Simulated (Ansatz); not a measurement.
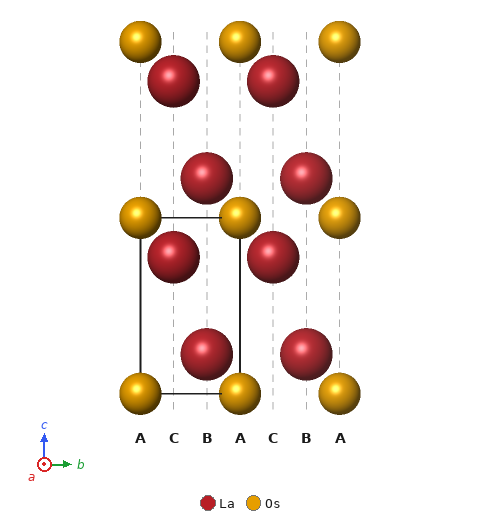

The picture looks along a close-packed row of the hexagonal mesh; c points upwards. The dashed lines mark the three columns A (0, 0), B (1/3, 2/3) and C (2/3, 1/3). The sequence starts with the first layer at or above the cell's origin.

The compound is La₂Os (space group P-3m1, No. 164), taken as the input geometry of an electronic-structure calculation (not necessarily at equilibrium); the starting structure was generated, so it need not be a known form of this composition.

### Give the sequence of layers in one repeat, with element and column.

Os(A) – La(B) – La(C) (three layers in 6.52 Å).

Heights of the layers:

```json
{"layer": "1", "atoms (column)": "Os(A)", "height (Å)": "0.00", "to next (Å)": "1.46"}
{"layer": "2", "atoms (column)": "La(B)", "height (Å)": "1.46", "to next (Å)": "3.60"}
{"layer": "3", "atoms (column)": "La(C)", "height (Å)": "5.06", "to next (Å)": "1.46"}
```
